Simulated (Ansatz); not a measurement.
# CHSi (doublet): B2PLYP, PBE-QIDH over a scan of the distance C2–H3, cc-pVDZ

Aim: run CHSi (doublet) with these functionals over a scan of the distance C2–H3, and hold them against the top wave-function level at the same points.

Program: Ansatz 0.2.0, Gaussian basis. Level of theory: cc-pVDZ, all electrons in the functionals, frozen cores in the correlation of double hybrids and RPA. These are calculated values, not measurements.

The runs, in order: B2PLYP, PBE-QIDH, at 0.851 Å; 0.983 Å; 1.079 Å; 1.209 Å; 1.302 Å; 1.501 Å; 1.698 Å; 1.976 Å; 2.399 Å; 2.880 Å; 3.579 Å.

16 further runs of the same task are left out: 10 that didn't finish, 6 set aside as unsound or not needed.

## (1) The geometry

The geometry derives from a PBE0/def2-TZVP stationary point (not a proven minimum). One bond is set to the value named and the two fragments are kept rigid.

3 atoms, charge 0, spin multiplicity 2.

Atoms are counted from 1 here; the program's logs count them from 0.

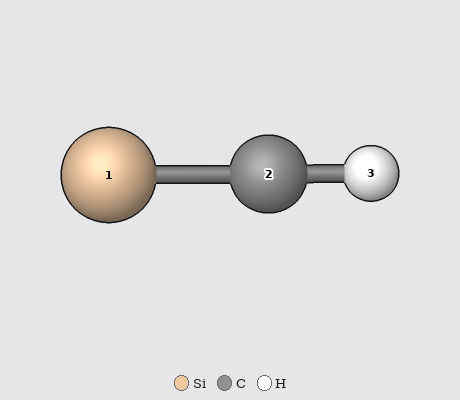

The geometry (silicon light orange, carbon grey, hydrogen white); atoms are numbered from 1 in the order of the file.

No dispersion term is added.

The geometry shown and the zero of energy belong to the point 1.079 Å. The yardstick, UCCSDT(Q), and other wave-function levels (R restricted, U unrestricted, valence and pair active spaces) come from earlier runs.

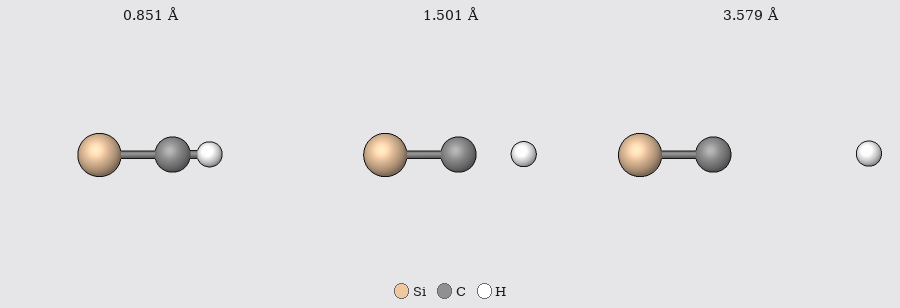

Three points of the scan; sticks are drawn by distance.

## (2) B2PLYP, 0.851 Å

File in.yaml:

```yaml
crystal:
  periodic: [false, false, false]
  atoms:
    - {symbol: Si, position_ang: [0.000000, 0.000000, 1.405301]}
    - {symbol: C, position_ang: [0.000000, 0.000000, -0.277150]}
    - {symbol: H, position_ang: [0.000000, 0.000000, -1.128150]}
basis:
  gaussian: {orbitals: cc-pVDZ}
magnetization: {spin_polarized: true, initial_magnetization: 1}
hamiltonian: {xc: {name: B2PLYP}}
correlation: {electrons: outside_noble_gas}
```

Run with:

```console
ansatz run in.yaml --threads 1 --pin off --events-out ev --progress --plain --max-ram 2393MiB
```

Log:

```text
Functional definition: B2PLYP
  name "B2PLYP"
  cite "Grimme, J. Chem. Phys. 124, 034108 (2006) doi:10.1063/1.2148954"
  cite "Becke, Phys. Rev. A 38, 3098 (1988) doi:10.1103/PhysRevA.38.3098"
  cite "Lee, Yang & Parr, Phys. Rev. B 37, 785 (1988) doi:10.1103/PhysRevB.37.785"
  parameter a = 0.53
  parameter c = 0.27
  exchange = (1 - a)*b88_x + a*exact_x
  correlation = (1 - c)*lyp_c + c*(mp2_os + mp2_ss)
360 factors; integrals over basis functions are off by at most 9.4e-4 eV
mean field evaluation 1: about -8914.8058 eV, gradient 2.5e1 eV
mean field evaluation 2: about -8914.8498 eV, gradient 2.5e1 eV
mean field evaluation 4: about -8918.7135 eV, gradient 2.2e0 eV
mean field evaluation 8: about -8918.7647 eV, gradient 1.7e-1 eV
mean field evaluation 16: about -8918.7690 eV, gradient 3.9e-3 eV
mean field evaluation 32: about -8918.7093 eV, gradient 6.1e-1 eV
mean field -8918.76897148 eV, -327.7587143430 hartree, gradient 4.9e-6 eV, S^2 0.772661; 4 other end points of the search recorded, 0 dependent functions left out
6 core orbitals not correlated: weight in the atoms' cores, before any rotation towards them, 1.000 or more for the frozen orbitals, at most 0.000 for the correlated occupied ones
reference -8918.76907894 eV, -327.7587182922 hartree; 5, 4 occupied and 26, 27 virtual orbitals, 360 factors
second order -6.33022284 eV of doubles, -0.00000000 eV of singles
Total energy: -8920.47823910 eV, -327.8215287698 hartree
```

Wall time 1.7 s (1 thread of Arm Neoverse V1, shared host).

From the report: ⟨S²⟩ of the determinant 0.773 (pure doublet: 0.75).

## (3) B2PLYP, 0.983 Å

File in.yaml:

```yaml
crystal:
  periodic: [false, false, false]
  atoms:
    - {symbol: Si, position_ang: [0.000000, 0.000000, 1.449301]}
    - {symbol: C, position_ang: [0.000000, 0.000000, -0.233150]}
    - {symbol: H, position_ang: [0.000000, 0.000000, -1.216150]}
basis:
  gaussian: {orbitals: cc-pVDZ}
magnetization: {spin_polarized: true, initial_magnetization: 1}
hamiltonian: {xc: {name: B2PLYP}}
correlation: {electrons: outside_noble_gas}
```

The command is unchanged.

Log (excerpt; [...] marks lines left out):

```text
Functional definition: B2PLYP
  name "B2PLYP"
  cite "Grimme, J. Chem. Phys. 124, 034108 (2006) doi:10.1063/1.2148954"
  cite "Becke, Phys. Rev. A 38, 3098 (1988) doi:10.1103/PhysRevA.38.3098"
  cite "Lee, Yang & Parr, Phys. Rev. B 37, 785 (1988) doi:10.1103/PhysRevB.37.785"
[...]
362 factors; integrals over basis functions are off by at most 9.4e-4 eV
[...]
mean field -8920.18785632 eV, -327.8108573992 hartree, gradient 4.8e-6 eV, S^2 0.772906; 2 other end points of the search recorded, 0 dependent functions left out
6 core orbitals not correlated: weight in the atoms' cores, before any rotation towards them, 1.000 or more for the frozen orbitals, at most 0.000 for the correlated occupied ones
reference -8920.18796650 eV, -327.8108614484 hartree; 5, 4 occupied and 26, 27 virtual orbitals, 362 factors
second order -6.42593573 eV of doubles, -0.00000000 eV of singles
Total energy: -8921.92296915 eV, -327.8746216196 hartree
```

Run time: 1.5 s. Hardware: 1 thread of Arm Neoverse V1, shared host.

From the report: ⟨S²⟩ of the determinant 0.773 (pure doublet: 0.75).

## (4) B2PLYP, 1.079 Å

File in.yaml:

```yaml
crystal:
  periodic: [false, false, false]
  atoms:
    - {symbol: Si, position_ang: [0.000000, 0.000000, 1.481442]}
    - {symbol: C, position_ang: [0.000000, 0.000000, -0.201009]}
    - {symbol: H, position_ang: [0.000000, 0.000000, -1.280432]}
basis:
  gaussian: {orbitals: cc-pVDZ}
magnetization: {spin_polarized: true, initial_magnetization: 1}
hamiltonian: {xc: {name: B2PLYP}}
correlation: {electrons: outside_noble_gas}
```

Launched as before.

Log (excerpt; [...] marks lines left out):

```text
Functional definition: B2PLYP
  name "B2PLYP"
  cite "Grimme, J. Chem. Phys. 124, 034108 (2006) doi:10.1063/1.2148954"
  cite "Becke, Phys. Rev. A 38, 3098 (1988) doi:10.1103/PhysRevA.38.3098"
  cite "Lee, Yang & Parr, Phys. Rev. B 37, 785 (1988) doi:10.1103/PhysRevB.37.785"
[...]
362 factors; integrals over basis functions are off by at most 9.4e-4 eV
[...]
mean field -8920.41918223 eV, -327.8193584698 hartree, gradient 3.8e-6 eV, S^2 0.773805; 2 other end points of the search recorded, 0 dependent functions left out
6 core orbitals not correlated: weight in the atoms' cores, before any rotation towards them, 1.000 or more for the frozen orbitals, at most 0.000 for the correlated occupied ones
reference -8920.41929411 eV, -327.8193625812 hartree; 5, 4 occupied and 26, 27 virtual orbitals, 362 factors
second order -6.50362982 eV of doubles, -0.00000000 eV of singles
Total energy: -8922.17527416 eV, -327.8838936578 hartree
```

Wall time 1.5 s (1 thread of Arm Neoverse V1, shared host).

From the report: ⟨S²⟩ of the determinant 0.774 (pure doublet: 0.75).

## (5) B2PLYP, 1.209 Å

File in.yaml:

```yaml
crystal:
  periodic: [false, false, false]
  atoms:
    - {symbol: Si, position_ang: [0.000000, 0.000000, 1.524634]}
    - {symbol: C, position_ang: [0.000000, 0.000000, -0.157817]}
    - {symbol: H, position_ang: [0.000000, 0.000000, -1.366817]}
basis:
  gaussian: {orbitals: cc-pVDZ}
magnetization: {spin_polarized: true, initial_magnetization: 1}
hamiltonian: {xc: {name: B2PLYP}}
correlation: {electrons: outside_noble_gas}
```

The command is unchanged.

Log (excerpt; [...] marks lines left out):

```text
Functional definition: B2PLYP
  name "B2PLYP"
  cite "Grimme, J. Chem. Phys. 124, 034108 (2006) doi:10.1063/1.2148954"
  cite "Becke, Phys. Rev. A 38, 3098 (1988) doi:10.1103/PhysRevA.38.3098"
  cite "Lee, Yang & Parr, Phys. Rev. B 37, 785 (1988) doi:10.1103/PhysRevB.37.785"
[...]
362 factors; integrals over basis functions are off by at most 1.4e-3 eV
[...]
mean field -8920.17814767 eV, -327.8105006129 hartree, gradient 8.0e-6 eV, S^2 0.775913; 2 other end points of the search recorded, 0 dependent functions left out
6 core orbitals not correlated: weight in the atoms' cores, before any rotation towards them, 1.000 or more for the frozen orbitals, at most 0.000 for the correlated occupied ones
reference -8920.17826052 eV, -327.8105047601 hartree; 5, 4 occupied and 26, 27 virtual orbitals, 362 factors
second order -6.61761193 eV of doubles, -0.00000000 eV of singles
Total energy: -8921.96501574 eV, -327.8761668034 hartree
```

Wall time 1.5 s (1 thread of Arm Neoverse V1, shared host).

From the report: ⟨S²⟩ of the determinant 0.776 (pure doublet: 0.75).

From 1.079 Å: +0.210 eV.

## (6) B2PLYP, 1.302 Å

File in.yaml:

```yaml
crystal:
  periodic: [false, false, false]
  atoms:
    - {symbol: Si, position_ang: [0.000000, 0.000000, 1.555634]}
    - {symbol: C, position_ang: [0.000000, 0.000000, -0.126817]}
    - {symbol: H, position_ang: [0.000000, 0.000000, -1.428817]}
basis:
  gaussian: {orbitals: cc-pVDZ}
magnetization: {spin_polarized: true, initial_magnetization: 1}
hamiltonian: {xc: {name: B2PLYP}}
correlation: {electrons: outside_noble_gas}
```

Launched as before.

Log (excerpt; [...] marks lines left out):

```text
Functional definition: B2PLYP
  name "B2PLYP"
  cite "Grimme, J. Chem. Phys. 124, 034108 (2006) doi:10.1063/1.2148954"
  cite "Becke, Phys. Rev. A 38, 3098 (1988) doi:10.1103/PhysRevA.38.3098"
  cite "Lee, Yang & Parr, Phys. Rev. B 37, 785 (1988) doi:10.1103/PhysRevB.37.785"
[...]
364 factors; integrals over basis functions are off by at most 9.4e-4 eV
[...]
mean field -8919.79801127 eV, -327.7965308578 hartree, gradient 5.8e-7 eV, S^2 0.778213; 2 other end points of the search recorded, 0 dependent functions left out
6 core orbitals not correlated: weight in the atoms' cores, before any rotation towards them, 1.000 or more for the frozen orbitals, at most 0.000 for the correlated occupied ones
reference -8919.79812430 eV, -327.7965350119 hartree; 5, 4 occupied and 26, 27 virtual orbitals, 364 factors
second order -6.70679304 eV of doubles, -0.00000000 eV of singles
Total energy: -8921.60895843 eV, -327.8630819384 hartree
```

Wall time 1.6 s (1 thread of Arm Neoverse V1, shared host).

From the report: ⟨S²⟩ of the determinant 0.778 (pure doublet: 0.75).

From 1.079 Å: +0.566 eV.

## (7) B2PLYP, 1.501 Å

File in.yaml:

```yaml
crystal:
  periodic: [false, false, false]
  atoms:
    - {symbol: Si, position_ang: [0.000000, 0.000000, 1.621967]}
    - {symbol: C, position_ang: [0.000000, 0.000000, -0.060484]}
    - {symbol: H, position_ang: [0.000000, 0.000000, -1.561484]}
basis:
  gaussian: {orbitals: cc-pVDZ}
magnetization: {spin_polarized: true, initial_magnetization: 1}
hamiltonian: {xc: {name: B2PLYP}}
correlation: {electrons: outside_noble_gas}
```

Launched as before.

Log (excerpt; [...] marks lines left out):

```text
Functional definition: B2PLYP
  name "B2PLYP"
  cite "Grimme, J. Chem. Phys. 124, 034108 (2006) doi:10.1063/1.2148954"
  cite "Becke, Phys. Rev. A 38, 3098 (1988) doi:10.1103/PhysRevA.38.3098"
  cite "Lee, Yang & Parr, Phys. Rev. B 37, 785 (1988) doi:10.1103/PhysRevB.37.785"
[...]
362 factors; integrals over basis functions are off by at most 1.3e-3 eV
[...]
mean field -8918.76353954 eV, -327.7585147231 hartree, gradient 5.0e-6 eV, S^2 0.788426; 2 other end points of the search recorded, 0 dependent functions left out
6 core orbitals not correlated: weight in the atoms' cores, before any rotation towards them, 1.000 or more for the frozen orbitals, at most 0.000 for the correlated occupied ones
reference -8918.76365412 eV, -327.7585189339 hartree; 5, 4 occupied and 26, 27 virtual orbitals, 362 factors
second order -6.91526101 eV of doubles, -0.00000000 eV of singles
Total energy: -8920.63077459 eV, -327.8271343456 hartree
```

It took 1.7 s on 1 thread of Arm Neoverse V1, shared host.

From the report: ⟨S²⟩ of the determinant 0.788 (pure doublet: 0.75).

From 1.079 Å: +1.544 eV.

## (8) B2PLYP, 1.698 Å

File in.yaml:

```yaml
crystal:
  periodic: [false, false, false]
  atoms:
    - {symbol: Si, position_ang: [0.000000, 0.000000, -1.687634]}
    - {symbol: C, position_ang: [0.000000, 0.000000, -0.005183]}
    - {symbol: H, position_ang: [0.000000, 0.000000, 1.692817]}
basis:
  gaussian: {orbitals: cc-pVDZ}
magnetization: {spin_polarized: true, initial_magnetization: 1}
hamiltonian: {xc: {name: B2PLYP}}
correlation: {electrons: outside_noble_gas}
```

Launched as before.

Log (excerpt; [...] marks lines left out):

```text
Functional definition: B2PLYP
  name "B2PLYP"
  cite "Grimme, J. Chem. Phys. 124, 034108 (2006) doi:10.1063/1.2148954"
  cite "Becke, Phys. Rev. A 38, 3098 (1988) doi:10.1103/PhysRevA.38.3098"
  cite "Lee, Yang & Parr, Phys. Rev. B 37, 785 (1988) doi:10.1103/PhysRevB.37.785"
[...]
364 factors; integrals over basis functions are off by at most 1.3e-3 eV
[...]
mean field -8917.71748692 eV, -327.7200729981 hartree, gradient 3.7e-6 eV, S^2 0.853291; 2 other end points of the search recorded, 0 dependent functions left out
6 core orbitals not correlated: weight in the atoms' cores, before any rotation towards them, 1.000 or more for the frozen orbitals, at most 0.000 for the correlated occupied ones
reference -8917.71760658 eV, -327.7200773958 hartree; 5, 4 occupied and 26, 27 virtual orbitals, 364 factors
second order -7.02503853 eV of doubles, -0.00000000 eV of singles
Total energy: -8919.61436698 eV, -327.7897820549 hartree
```

Run time: 1.9 s. Hardware: 1 thread of Arm Neoverse V1, shared host.

From the report: ⟨S²⟩ of the determinant 0.853 (pure doublet: 0.75).

From 1.079 Å: +2.561 eV.

## (9) B2PLYP, 1.976 Å

File in.yaml:

```yaml
crystal:
  periodic: [false, false, false]
  atoms:
    - {symbol: Si, position_ang: [0.000000, 0.000000, -1.780301]}
    - {symbol: C, position_ang: [0.000000, 0.000000, -0.097850]}
    - {symbol: H, position_ang: [0.000000, 0.000000, 1.878150]}
basis:
  gaussian: {orbitals: cc-pVDZ}
magnetization: {spin_polarized: true, initial_magnetization: 1}
hamiltonian: {xc: {name: B2PLYP}}
correlation: {electrons: outside_noble_gas}
```

Launched as before.

Log (excerpt; [...] marks lines left out):

```text
Functional definition: B2PLYP
  name "B2PLYP"
  cite "Grimme, J. Chem. Phys. 124, 034108 (2006) doi:10.1063/1.2148954"
  cite "Becke, Phys. Rev. A 38, 3098 (1988) doi:10.1103/PhysRevA.38.3098"
  cite "Lee, Yang & Parr, Phys. Rev. B 37, 785 (1988) doi:10.1103/PhysRevB.37.785"
[...]
360 factors; integrals over basis functions are off by at most 2.4e-3 eV
[...]
mean field -8916.66476271 eV, -327.6813860970 hartree, gradient 6.4e-6 eV, S^2 1.303572; 9 other end points of the search recorded, 0 dependent functions left out
6 core orbitals not correlated: weight in the atoms' cores, before any rotation towards them, 1.000 or more for the frozen orbitals, at most 0.000 for the correlated occupied ones
reference -8916.66489261 eV, -327.6813908708 hartree; 5, 4 occupied and 26, 27 virtual orbitals, 360 factors
second order -6.31124597 eV of doubles, -0.00000000 eV of singles
Total energy: -8918.36892902 eV, -327.7440130539 hartree
```

Wall time 6 s (1 thread of Arm Neoverse V1, shared host).

From the report: ⟨S²⟩ of the determinant 1.304 (pure doublet: 0.75). The determinant is far from a pure spin state, so its energy mixes those of several spin states (harmless only where they are near-degenerate, as at dissociation).

From 1.079 Å: +3.806 eV.

## (10) B2PLYP, 2.399 Å

File in.yaml:

```yaml
crystal:
  periodic: [false, false, false]
  atoms:
    - {symbol: Si, position_ang: [0.000000, 0.000000, -1.921301]}
    - {symbol: C, position_ang: [0.000000, 0.000000, -0.238850]}
    - {symbol: H, position_ang: [0.000000, 0.000000, 2.160150]}
basis:
  gaussian: {orbitals: cc-pVDZ}
magnetization: {spin_polarized: true, initial_magnetization: 1}
hamiltonian: {xc: {name: B2PLYP}}
correlation: {electrons: outside_noble_gas}
```

Launched as before.

Log (excerpt; [...] marks lines left out):

```text
Functional definition: B2PLYP
  name "B2PLYP"
  cite "Grimme, J. Chem. Phys. 124, 034108 (2006) doi:10.1063/1.2148954"
  cite "Becke, Phys. Rev. A 38, 3098 (1988) doi:10.1103/PhysRevA.38.3098"
  cite "Lee, Yang & Parr, Phys. Rev. B 37, 785 (1988) doi:10.1103/PhysRevB.37.785"
[...]
360 factors; integrals over basis functions are off by at most 9.5e-4 eV
[...]
mean field -8916.05933111 eV, -327.6591368961 hartree, gradient 2.5e-6 eV, S^2 1.707910; 24 other end points of the search recorded, 0 dependent functions left out
6 core orbitals not correlated: weight in the atoms' cores, before any rotation towards them, 1.000 or more for the frozen orbitals, at most 0.000 for the correlated occupied ones
reference -8916.05946912 eV, -327.6591419680 hartree; 5, 4 occupied and 26, 27 virtual orbitals, 360 factors
second order -5.77829312 eV of doubles, -0.00000000 eV of singles
Total energy: -8917.61960826 eV, -327.7164760241 hartree
```

It took 13 s on 1 thread of Arm Neoverse V1, shared host.

From the report: ⟨S²⟩ of the determinant 1.708 (pure doublet: 0.75). The determinant is far from a pure spin state, so its energy mixes those of several spin states (harmless only where they are near-degenerate, as at dissociation).

From 1.079 Å: +4.556 eV.

## (11) B2PLYP, 2.880 Å

File in.yaml:

```yaml
crystal:
  periodic: [false, false, false]
  atoms:
    - {symbol: Si, position_ang: [0.000000, 0.000000, -2.081634]}
    - {symbol: C, position_ang: [0.000000, 0.000000, -0.399183]}
    - {symbol: H, position_ang: [0.000000, 0.000000, 2.480817]}
basis:
  gaussian: {orbitals: cc-pVDZ}
magnetization: {spin_polarized: true, initial_magnetization: 1}
hamiltonian: {xc: {name: B2PLYP}}
correlation: {electrons: outside_noble_gas}
```

The command is unchanged.

Log (excerpt; [...] marks lines left out):

```text
Functional definition: B2PLYP
  name "B2PLYP"
  cite "Grimme, J. Chem. Phys. 124, 034108 (2006) doi:10.1063/1.2148954"
  cite "Becke, Phys. Rev. A 38, 3098 (1988) doi:10.1103/PhysRevA.38.3098"
  cite "Lee, Yang & Parr, Phys. Rev. B 37, 785 (1988) doi:10.1103/PhysRevB.37.785"
[...]
360 factors; integrals over basis functions are off by at most 9.6e-4 eV
[...]
mean field -8915.88246336 eV, -327.6526371262 hartree, gradient 2.4e-6 eV, S^2 1.834011; 24 other end points of the search recorded, 0 dependent functions left out
6 core orbitals not correlated: weight in the atoms' cores, before any rotation towards them, 1.000 or more for the frozen orbitals, at most 0.000 for the correlated occupied ones
reference -8915.88260684 eV, -327.6526423992 hartree; 5, 4 occupied and 26, 27 virtual orbitals, 360 factors
second order -5.66062230 eV of doubles, -0.00000000 eV of singles
Total energy: -8917.41097486 eV, -327.7088088880 hartree
```

Run time: 18 s. Hardware: 1 thread of Arm Neoverse V1, shared host.

From the report: ⟨S²⟩ of the determinant 1.834 (pure doublet: 0.75). The determinant is far from a pure spin state, so its energy mixes those of several spin states (harmless only where they are near-degenerate, as at dissociation).

From 1.079 Å: +4.764 eV.

## (12) B2PLYP, 3.579 Å

File in.yaml:

```yaml
crystal:
  periodic: [false, false, false]
  atoms:
    - {symbol: Si, position_ang: [0.000000, 0.000000, -2.314634]}
    - {symbol: C, position_ang: [0.000000, 0.000000, -0.632183]}
    - {symbol: H, position_ang: [0.000000, 0.000000, 2.946817]}
basis:
  gaussian: {orbitals: cc-pVDZ}
magnetization: {spin_polarized: true, initial_magnetization: 1}
hamiltonian: {xc: {name: B2PLYP}}
correlation: {electrons: outside_noble_gas}
```

The command is unchanged.

Log (excerpt; [...] marks lines left out):

```text
Functional definition: B2PLYP
  name "B2PLYP"
  cite "Grimme, J. Chem. Phys. 124, 034108 (2006) doi:10.1063/1.2148954"
  cite "Becke, Phys. Rev. A 38, 3098 (1988) doi:10.1103/PhysRevA.38.3098"
  cite "Lee, Yang & Parr, Phys. Rev. B 37, 785 (1988) doi:10.1103/PhysRevB.37.785"
[...]
361 factors; integrals over basis functions are off by at most 9.6e-4 eV
[...]
mean field -8915.82830571 eV, -327.6506468695 hartree, gradient 5.8e-6 eV, S^2 1.868421; 19 other end points of the search recorded, 0 dependent functions left out
6 core orbitals not correlated: weight in the atoms' cores, before any rotation towards them, 1.000 or more for the frozen orbitals, at most 0.000 for the correlated occupied ones
reference -8915.82845837 eV, -327.6506524794 hartree; 5, 4 occupied and 26, 27 virtual orbitals, 361 factors
second order -5.63152011 eV of doubles, -0.00000000 eV of singles
Total energy: -8917.34896880 eV, -327.7065302070 hartree
```

Wall time 15 s (1 thread of Arm Neoverse V1, shared host).

From the report: ⟨S²⟩ of the determinant 1.868 (pure doublet: 0.75). The determinant is far from a pure spin state, so its energy mixes those of several spin states (harmless only where they are near-degenerate, as at dissociation).

From 1.079 Å: +4.826 eV.

## (13) PBE-QIDH, 0.851 Å

File in.yaml:

```yaml
crystal:
  periodic: [false, false, false]
  atoms:
    - {symbol: Si, position_ang: [0.000000, 0.000000, 1.405301]}
    - {symbol: C, position_ang: [0.000000, 0.000000, -0.277150]}
    - {symbol: H, position_ang: [0.000000, 0.000000, -1.128150]}
basis:
  gaussian: {orbitals: cc-pVDZ}
magnetization: {spin_polarized: true, initial_magnetization: 1}
hamiltonian: {xc: {name: PBE-QIDH}}
correlation: {electrons: outside_noble_gas}
```

The command is unchanged.

Log (excerpt; [...] marks lines left out):

```text
Functional definition: PBE-QIDH
  name "PBE-QIDH"
  cite "Brémond, Sancho-García, Pérez-Jiménez & Adamo, J. Chem. Phys. 141, 031101 (2014) doi:10.1063/1.4890314"
  cite "Perdew, Burke & Ernzerhof, Phys. Rev. Lett. 77, 3865 (1996) doi:10.1103/PhysRevLett.77.3865"
[...]
360 factors; integrals over basis functions are off by at most 9.4e-4 eV
[...]
mean field -8915.31809350 eV, -327.6318969164 hartree, gradient 4.6e-6 eV, S^2 0.812644; 4 other end points of the search recorded, 0 dependent functions left out
6 core orbitals not correlated: weight in the atoms' cores, before any rotation towards them, 1.000 or more for the frozen orbitals, at most 0.000 for the correlated occupied ones
reference -8915.31810100 eV, -327.6318971920 hartree; 5, 4 occupied and 26, 27 virtual orbitals, 360 factors
second order -5.65965207 eV of doubles, -0.00000000 eV of singles
Total energy: -8917.20465169 eV, -327.7012266511 hartree
```

Run time: 2.3 s. Hardware: 1 thread of Arm Neoverse V1, shared host.

From the report: ⟨S²⟩ of the determinant 0.813 (pure doublet: 0.75).

(Part 1 of 2 ends here.)
